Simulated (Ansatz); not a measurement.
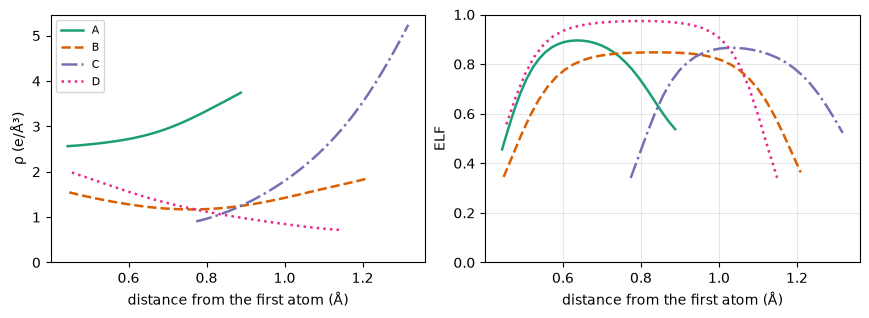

The picture shows: CH$_{4}$ClNOSi. Electron density and ELF along straight lines between neighbouring atoms. The curves leave out the atomic cores.

The calculation used RKS PBE/def2-SVP (Ansatz).

```xyz
9

N    -1.0205    0.2383    1.2372
C     0.0674    0.5679    0.6743
Cl    1.1844    1.8341    1.2749
Si    0.5628   -0.3470   -0.9339
O    -0.6957   -1.4226   -1.1733
H    -1.2412    0.7622    2.1022
H     1.8809   -1.0301   -0.7147
H     0.6911    0.6565   -2.0422
H    -1.3406   -1.3057   -0.4416
```

**Which curve belongs to which contact (C–Cl, C–N, C–Si and Si–O)? The first atom named is at distance zero.**

Curve A: C–N (1.27 Å): ρ at the midpoint is about 2.8 e/Å³; the ELF peaks at about 0.90 between the atoms: a multiple bond. Curve B: C–Cl (1.79 Å): the density is about 1.3 e/Å³ at the midpoint; the ELF peaks at about 0.85 between the atoms; localised, covalent bonding. Curve C: Si–O (1.67 Å): ρ at the midpoint is about 1.1 e/Å³; the ELF peaks at about 0.85 between the atoms, as expected for a shared but strongly polarised pair. Curve D: C–Si (1.92 Å): the density is about 0.9 e/Å³ at the midpoint; the ELF peaks at about 1 between the atoms; a shared electron pair.
